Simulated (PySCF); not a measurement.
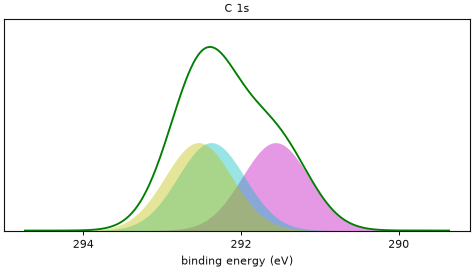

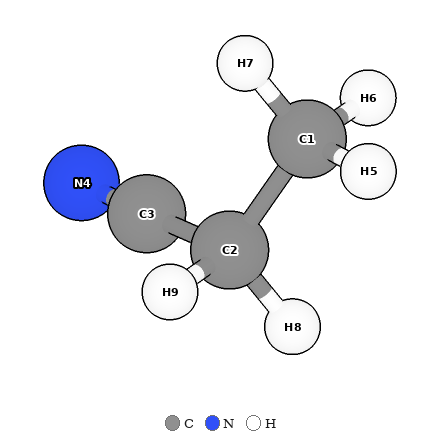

Simulated XPS of C₃H₅N, SMILES CCC#N. Vertical core-electron binding energies by ΔSCF (SCAN, pcX-2 on the ionised atom, pcseg-1 elsewhere, spin-free X2C; PySCF 2.14.0, at a PBE0-D3(BJ)/def2-SVP geometry (no frequency check)), gas phase, against the vacuum level. One atom of each kind was ionised; within a panel, areas follow the number of like atoms, Gaussians of 1.0 eV full width. Only the regions named are shown. Lines closer than the width merge in the curve.

Which atoms give which peak?

Answer.
| level | atoms | binding energy (eV) |
| --- | --- | --- |
| C 1s | C2 | 292.5 |
| C 1s | C3 | 292.4 |
| C 1s | C1 | 291.6 |

How large is the chemical shift across the C 1s region?

Answer. 1.0 eV, from C1 at 291.6 eV to C2 at 292.5 eV.
